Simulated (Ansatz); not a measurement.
# Is the response still linear at 0.25 V/Å? antimonene monolayer

The dipole of a slab grows in proportion to a weak field along its normal. Does the weak-field slope carry to a strong field?

Set-up. Ansatz 0.2.0, plane waves with PAW datasets (its set soft_2), PBE-D3(BJ); atoms held at their relaxed places, 18 Å of vacuum, dipole correction, cell area 14.32 Å², 12×12 k-points, smearing 0.02585 eV. Without field the slab has a gap of 1.16 eV.

| run | field (V/Å) | dipole (e·Å) |
| --- | --- | --- |
| run 1 | −0.03 | −0.01081 |
| run 2 | 0.00 | 0.00000 |
| run 3 | 0.03 | 0.01081 |
| run 4 | 0.25 | ? |

Q: Estimate the withheld value from the rows shown.

A least-squares line through the 3 rows shown has slope 0.360333 and intercept 0.000000; no row lies more than 0.00001 e·Å off it. A perfect conductor with that slope would be 180.95 × 0.36033 / 14.32 = 4.55 Å thick. At 0.25 it gives 0.360333 × 0.25 + 0.000000 = 0.09008 e·Å, beyond the rows fitted. Rounding and scatter of the rows alone allow about ±0.00004 e·Å there.

The run itself gives 0.09019 e·Å: a miss of +0.00011 e·Å. That is under 1 % of the induced dipole, so the response is still linear.

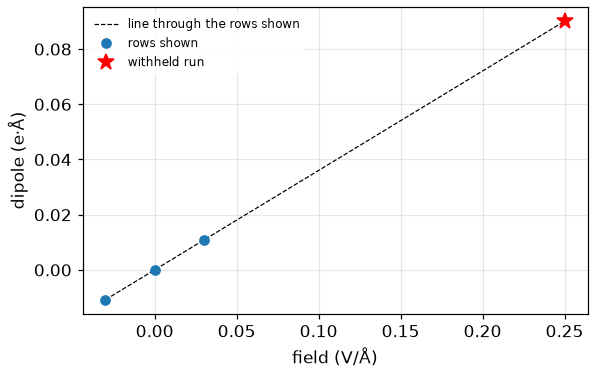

The fit and the withheld run.

**Limits.** Ions are held, so this is the electronic response. Of the series that stay linear within 1 %, this collection keeps about one in seven, and it keeps all that bend. Spin-orbit coupling is left out, which changes the bands of elements this heavy.
